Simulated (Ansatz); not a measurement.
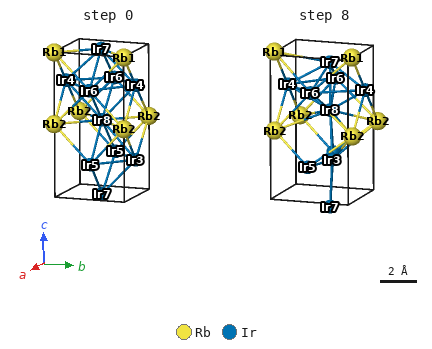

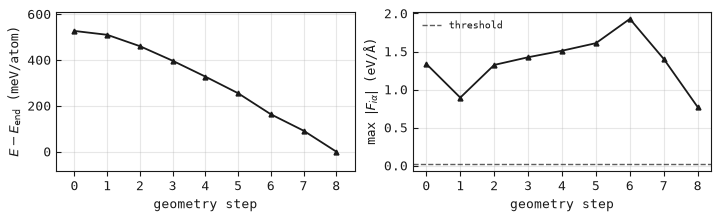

First and last geometry of a relaxation of crystalline RbIr$_{3}$ (a generated structure, set up in P1) (coarse preliminary run), with the history of the run. A ball-and-stick model of the cell of the calculation, seen slightly off an axis.

These are results of DFT PBE, scalar-relativistic, plane waves, PAW in Ansatz 0.2.0, not measurements.

The input:
```yaml
crystal:
  lattice:
    - [4.1019753075, 0.0116139731, 0.0388888969]
    - [0.0116139731, 4.1628766981, -0.0017857686]
    - [0.0777777938, -0.0035715372, 8.3483827631]
  atoms:
    - { symbol: Rb, position: [-0.0214493475, -0.0035025835, -0.005556961] }
    - { symbol: Rb, position: [0.0045124637, -0.0019343544, 0.5032814602] }
    - { symbol: Ir, position: [0.5056410207, -0.011487116, 0.2473701316] }
    - { symbol: Ir, position: [0.5219166782, -0.0034615086, 0.7626662889] }
    - { symbol: Ir, position: [0.0036208432, 0.5168986761, 0.2425739959] }
    - { symbol: Ir, position: [-0.0068443333, 0.5039318189, 0.7500443327] }
    - { symbol: Ir, position: [0.5028231114, 0.4990462457, -0.0042717098] }
    - { symbol: Ir, position: [0.4897795636, 0.5005088218, 0.5038924615] }
basis:
  ecutwfc: 420
kpoints:
  mp_grid: { grid: [6, 6, 4] }
hamiltonian:
  xc: pbe
scf:
  occupations: { method: gaussian, width: 0.2 }
  lower_state_search: "off"
output:
  forces: true
  stress: true
  eigenvalues: true
relax:
  adjacent_minimum: "off"
  f_tol: 0.025
  max_steps: 60
  cell: { stress_tol: 0.25 }
```

Command:
```bash
ansatz run input.yaml --threads 1 --pin off --max-ram 2048MiB --backend cpu --events-out ev --progress --plain --runs-dir out
```

Read the history and describe the run.

Answer. The run was cut off at its time limit before the relaxation converged, so the last structure is only a point on the way. The atom that moves furthest relative to the cell is Ir3 (1.59 Å roughly along −b). Largest moves by element: Ir 1.59 Å, Rb 0.35 Å. The drawn cell changes as follows: a 4.102 → 4.429 Å (+8.0 %), b 4.163 → 4.686 Å (+12.6 %), c 8.349 → 8.288 Å (−0.7 %), α 90.0° → 89.9°, β 88.9° → 90.2°, γ 89.7° → 87.3°; the volume changes by +20.5 %. Near-neighbour distances that change, for instance: Ir3–Ir7 2.990 → 5.221 Å, Ir3–Ir8 3.020 → 5.210 Å, Ir3–Ir5 3.010 → 4.678 Å, Ir3–Ir5 (another image) 3.006 → 4.454 Å. New bonds form: Ir7–Ir8 (4.11 → 2.75 Å). The space group stays P1 (No. 1). The energy falls by 527 meV per atom in 8 geometry steps. Largest force component: 1.3 eV/Å at the start, 0.77 eV/Å at the end. Pressure: 1.74 GPa at the start and −0.14 GPa at the end.
